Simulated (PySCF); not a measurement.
Al(H)3(py), C5H8AlN, singlet at its GFN2-xTB optimised geometry (Å):

```
15

Al    -0.4063    -0.0582     0.0000
H      1.1717    -0.0582     0.0000
H     -1.0856    -1.3151    -0.6703
H     -1.1717     1.3151     0.0000
C     -0.8398    -1.6454     4.4322
C     -1.4249    -0.4214     4.1452
C     -1.3185     0.0755     2.8569
N     -0.6790    -0.5819     1.9040
C     -0.1172    -1.7498     2.1688
C     -0.1706    -2.3263     3.4235
H     -0.9033    -2.0635     5.4257
H     -1.9521     0.1353     4.9035
H     -1.7475     1.0211     2.5555
H      0.3820    -2.2079     1.3231
H      0.2963    -3.2802     3.6106
```

Level of theory: PBE0/def2-TZVP run with PySCF 2.14.0. Cells within 0.4 Å of a nucleus heavier than hydrogen are left out (blank, or x).

Map of the electron localisation function on the plane z = 0.0 Å:

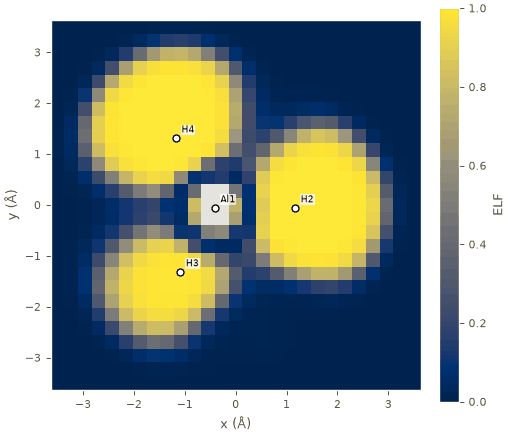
Fig. 1. Electron localisation function on the plane z = 0.0 Å.
